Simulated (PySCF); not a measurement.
CBZn (doublet)

```xyz
3

C    -1.9944    2.2905   -0.0433
B    -2.4111    0.9296   -0.2123
Zn   -3.0142    1.9705    1.5686
```

Geometry: BLYP-D3(BJ)/def2-SVP.

Theory: Gaussian-basis quantum chemistry of an isolated molecule with PySCF, energy and nuclear gradient, functional PBE0 (PySCF).

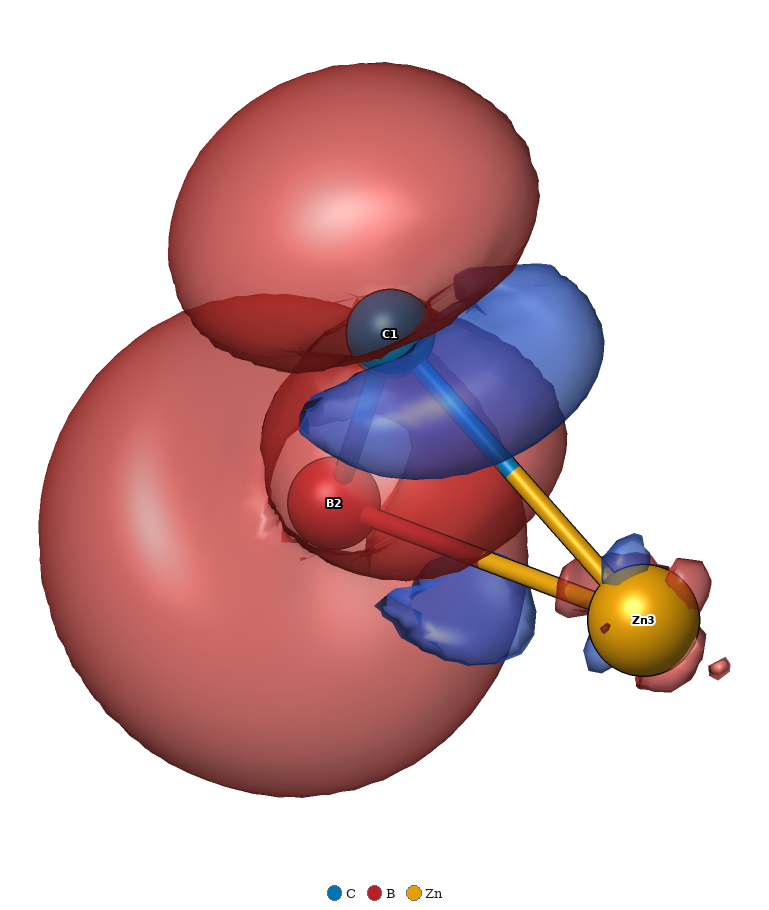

Figure 1. Isosurfaces of the spin density at +0.02 (red) and −0.02 e/Å³ (blue), seen at an oblique angle.

> Where is the unpaired spin?

The unpaired spin (1 electron) lies mostly on B2 (about 0.7) and C1 (about 0.4), in electrons by Hirshfeld's partition.

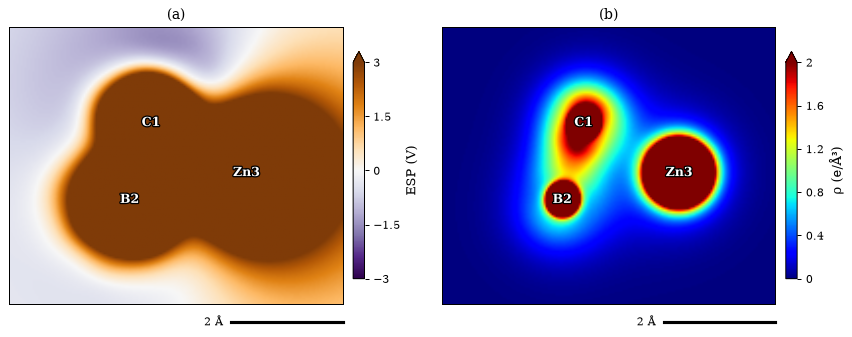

Figure 2. (a) molecular electrostatic potential; (b) electron density on the molecular plane.

> What do the fields say about this system?

- The plane passes through C, B and Zn nuclei.
- C–B (1.43 Å): the density is about 1.6 e/Å³ at the midpoint.
- C–Zn (1.93 Å): ρ at the midpoint is about 0.64 e/Å³.
- Zn–B (2.15 Å): ρ at the midpoint is about 0.47 e/Å³.
- Outside the dense part of the molecule the potential is most negative (−1.5 V) near C1.

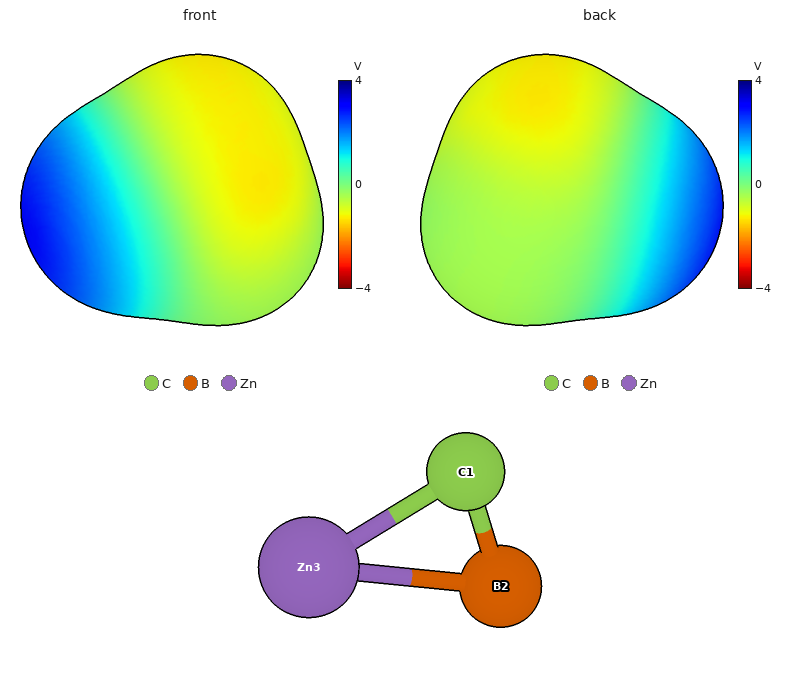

Figure 3. The molecular electrostatic potential painted on the density surface at 0.001 e/bohr³, seen from the front and from behind; the colour scale runs from red (negative) to blue (positive). The bare structure is drawn below in the same view.

> Where is the surface potential most negative and most positive?

The most negative region (about −1.3 V, or −30 kcal/mol for a unit charge) lies over C1, the most positive (about +2.9 V, or +67 kcal/mol for a unit charge) over Zn3.

> How polar is the molecule by this calculation?

Its dipole moment is 4.78 D.

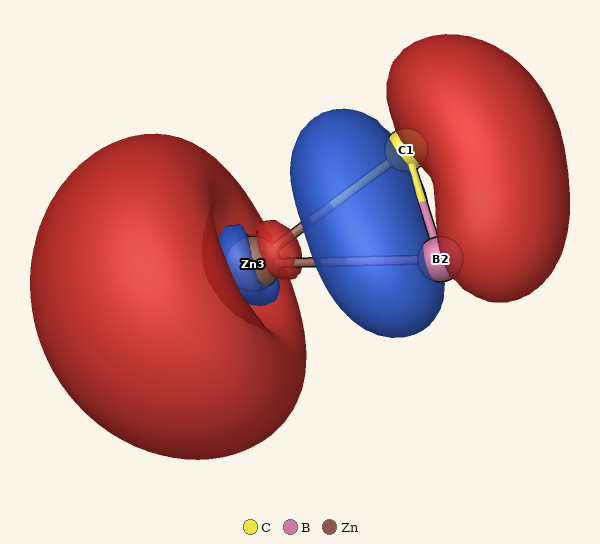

Figure 4. One frontier orbital at ±0.1 Å⁻³ᐟ² (red and blue are the two phases), seen at a tilt.

> Which orbital is it: HOMO (β) or LUMO (β)?

The LUMO (β), at −3.74 eV. Its weight (Hirshfeld) is mainly on Zn3 (about 65 %), C1 (about 20 %) and B2 (about 15 %).
